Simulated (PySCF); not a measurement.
# IrH₃⁺: one geometry, many levels of theory

Aim: at the PBE0 minimum of quartet IrH₃⁺, found before, compare methods on energies and levels.

Computed with PySCF 2.14.0. Level: several methods, basis Ir def2-TZVP with ECP60, H def2-TZVP, scalar-relativistic core potentials, no spin–orbit coupling, density fitting.

### Step 1. Starting geometry

4 atoms, charge 1, spin multiplicity 4.

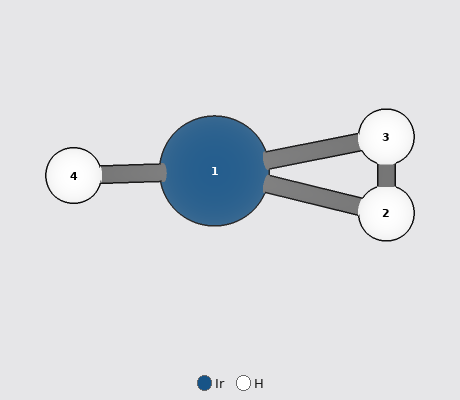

The starting geometry (iridium blue, hydrogen white); atoms are numbered from 1 in the order of the file.

Z-matrix (Å, degrees; charge 1 multiplicity 4):
```
Ir
H  1 1.9271
H  1 1.9271 2 24.14
H  1 1.5908 2 140.85 3 -105.23
```

### Step 2. PBE0

The steps are one call of a driver around PySCF; scf.py gives each level's set-up. Each SCF starts from the density of the minimum. The driver also runs the species with one electron less or more at the same geometry (cation multiplicity 3, anion multiplicity 3); their logs are not shown.

Input file scf.py:

```python
from pyscf import gto, scf, dft
mol = gto.M(atom='''
Ir    -0.005766    -0.009196    -0.008560
H      1.292289     1.302497     0.546524
H      0.609498     1.730614     0.546522
H     -0.797845    -1.272458     0.545812''',
    basis={'Ir': 'def2-TZVP', 'H': 'def2-TZVP'},
    ecp={'Ir': 'def2-TZVP'},
    charge=1, spin=3)
mf = dft.UKS(mol, xc='PBE0')
mf.grids.atom_grid = (99, 590)
aux = {'Ir': 'def2-universal-JKFIT', 'H': 'def2-universal-JKFIT'}
mf = mf.density_fit(auxbasis=aux)
mf.kernel()
```

### Step 3. HF

scf.py: that of step 2 with these lines changed.

```diff
@@ -10,2 +10 @@
-mf = dft.UKS(mol, xc='PBE0')
-mf.grids.atom_grid = (99, 590)
+mf = scf.UHF(mol)
```

### Step 4. MP2

scf.py: that of step 3 with these lines changed.

```diff
@@ -13,0 +14,2 @@
+from pyscf.mp import dfump2
+dfump2.DFUMP2(mf, frozen=0).kernel()  # the driver gives MP2 a fitting basis of its own (RI)
```

### Step 5. PBE

scf.py: that of step 4 with these lines changed.

```diff
@@ -10 +10,2 @@
-mf = scf.UHF(mol)
+mf = dft.UKS(mol, xc='PBE')
+mf.grids.atom_grid = (99, 590)
@@ -14,2 +14,0 @@
-from pyscf.mp import dfump2
-dfump2.DFUMP2(mf, frozen=0).kernel()  # the driver gives MP2 a fitting basis of its own (RI)
```

### Step 6. CCSD(T)

scf.py: that of step 5 with these lines changed.

```diff
@@ -10,2 +10 @@
-mf = dft.UKS(mol, xc='PBE')
-mf.grids.atom_grid = (99, 590)
+mf = scf.UHF(mol)
@@ -14,0 +14,3 @@
+from pyscf import cc
+mycc = cc.CCSD(mf, frozen=0).run()
+mycc.ccsd_t()
```

(Steps that only read results are left out.)

**Question.** What will these runs give? Wanted: vertical ionisation energy, CCSD(T); vertical electron affinity, CCSD(T); gap, range; T1, D1; T1, D1 of the species with one electron less; T1, D1 of the species with one electron more.

**Answer**, as computed:

```
                                    quantity                        value
         vertical ionisation energy, CCSD(T)                     17.12 eV
         vertical electron affinity, CCSD(T)                      8.37 eV
                                  gap, range  0.83 (PBE) to 11.22 (HF) eV
                                      T1, D1                 0.023, 0.098
T1, D1 of the species with one electron less                 0.051, 0.210
T1, D1 of the species with one electron more                 0.034, 0.171
```

Against CCSD(T), the vertical ionisation energy is best met by PBE (+0.26 eV) and worst by HF (-0.74 eV). CCSD(T) took 96 s, about 8 times as long as PBE (12 s), which misses it by 0.26 eV. For the vertical electron affinity, MP2 comes nearest to CCSD(T) (+0.17 eV) and HF is farthest (-1.35 eV). The PBE orbital energy is a poor guide to ionisation (13.4 eV, 3.7 eV too small); the difference of PBE energies gives 17.4 eV. T1 of the species with one electron less is large, so the CCSD(T) value that rests on it is in doubt and small misses rank nothing. Spin contamination is strong in at least one of the open-shell species at HF, MP2, CCSD(T). Open d and f shells are described by one determinant, and the ground state may have another occupation or spin. With an element this heavy the missing spin–orbit coupling can shift these numbers.
